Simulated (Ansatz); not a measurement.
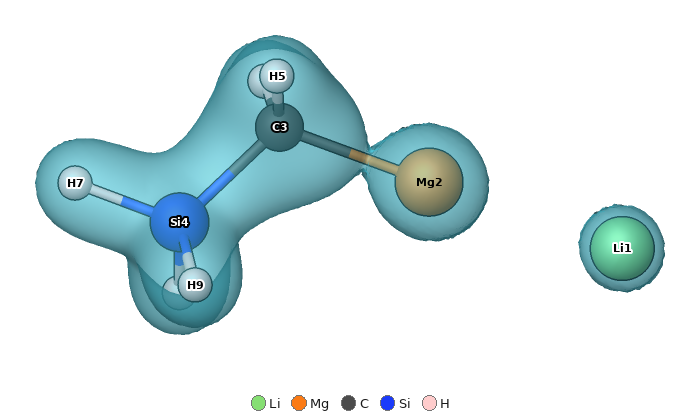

Figure 1: CH5LiMgSi. Isosurface of the total electron density at 0.3 e/Å³ (cyan), seen across its widest extent.

All numbers below come from RKS BLYP/def2-SVP in Ansatz 0.2.0.

Input

```
crystal:
  periodic: [false, false, false]
  atoms:
    - { symbol: Li, position_ang: [1.31928, -2.30004, -3.48901] }
    - { symbol: Mg, position_ang: [0.95316, -0.7675, -1.47227] }
    - { symbol: C, position_ang: [0.77579, 0.61385, 0.24322] }
    - { symbol: Si, position_ang: [-0.93577, 0.21539, 0.82262] }
    - { symbol: H, position_ang: [1.50273, 0.43981, 1.05122] }
    - { symbol: H, position_ang: [0.84961, 1.67957, -0.02246] }
    - { symbol: H, position_ang: [-1.30256, 1.10128, 1.98156] }
    - { symbol: H, position_ang: [-1.92789, 0.52467, -0.2639] }
    - { symbol: H, position_ang: [-1.2747, -1.15839, 1.2696] }
basis:
  gaussian: { orbitals: def2-SVP }
hamiltonian:
  xc: blyp
relax:
  f_tol: 0.015
  max_steps: 40
output:
  orbitals: {}
```

Run with:

```sh
ansatz run input.yaml --threads 1 --pin off --max-ram 2048MiB --backend cpu --events-out ev --progress --plain --runs-dir out
```

The fields are those of the relaxed geometry.

Q: How is the density connected at this value?

A: At this value the surface falls into two separate pieces. It bridges the shortest C–Si (1.87 Å), C–Mg (2.16 Å) and C–H (1.11 Å) contacts, where the density stays above the isovalue. It is pinched off along the shortest Li–Mg (2.77 Å) contacts. On the grid the lowest density along these lines, outside the cores, is 0.76 e/Å³ (C–Si, 1.87 Å), 0.34 e/Å³ (C–Mg, 2.16 Å), 0.12 e/Å³ (Li–Mg, 2.77 Å) and 1.7 e/Å³ (C–H, 1.11 Å).
